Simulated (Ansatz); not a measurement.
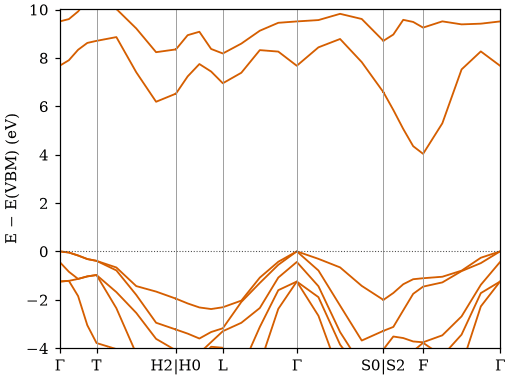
Figure: Band structure from DFT-HSE06 in the program Ansatz with PAW potentials

Read off the gap and where the band edges lie.

About 4.0 eV (4.03 eV among the points solved); maximum at Γ, minimum at F.

The material is Be3N2 in space group R3m (No. 160; Pearson symbol hR5).

The first step of the workflow began from a Materials Project structure, measured or hypothetical; the Crystallography Open Database copy checked does not list it. COD files the formula under space group No. 206. Its standing as an ambient phase is unchecked. Symmetry was held in the HSE06 relaxation; whether a distortion lowers the energy is not shown. The hybrid was solved on a coarse mesh, the path and, where they were found, the r²SCAN edge points; its band edges are the extreme levels among these.

Potentials: the later of the program's two PAW sets.
